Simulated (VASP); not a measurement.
Band structure of BN (wurtzite). All values below come from PBE GGA, VASP's PBE PAW potentials (set 64) (plane waves; VASP).

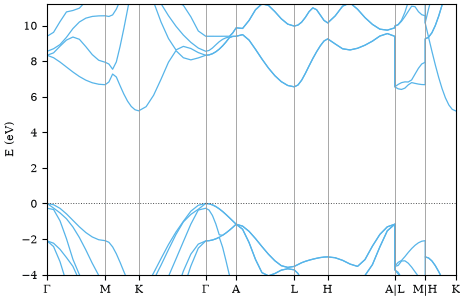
Fig. 1. Bands along high-symmetry lines, zero at the valence-band maximum or, without a gap, the Fermi level

Task: Read the plot: is there a gap, and where are the band edges?

Result: The gap is indirect, 5.21 eV, from the valence maximum at Γ to the conduction minimum at K. (Edges off the drawn lines would not show.)

The compound is BN in the wurtzite structure, a metastable high-pressure form. It was relaxed first.
